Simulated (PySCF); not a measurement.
# H2Te: the cost of one run

Computed with PySCF 2.14.0 and routines of our own; the level stands in each step. Atoms count from 0.

### 1 The starting structure

3 atoms, charge 0, multiplicity 1; geometry from: GFN2-xTB.

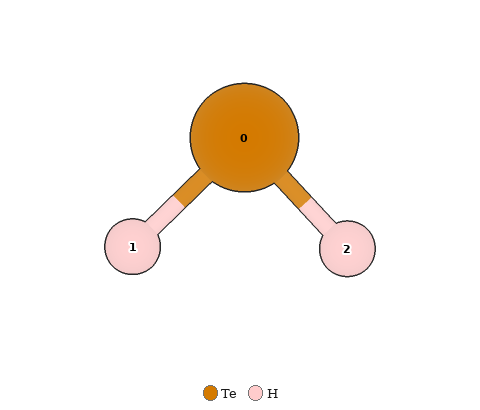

The starting geometry (tellurium orange, hydrogen pink).

### 2 Relaxing the molecule at PBE0-D3(BJ)/def2-SVP

Job settings and geometry (Å):

```
{"job": {"xc": "PBE0", "basis": "def2-SVP", "d3": "d3bj", "grid": 1, "maxiter": 30, "shake": 0.01, "kind": "geom"}, "charge": 0, "multiplicity": 1}
Te     0.025190     0.761640     0.001890
H     -1.140560    -0.397860    -0.012470
H      1.121380    -0.398720    -0.008610
```

Started as:

```bash
$ OMP_NUM_THREADS=1 python heavy_run.py task.json out
```

One launch serves the whole session: the jobs run in the order shown.

Q: Estimate the wall time and peak memory of this first job on 1 thread of Arm Neoverse V1, shared host.

About 2.7 s, with a peak of 0.25 GiB.
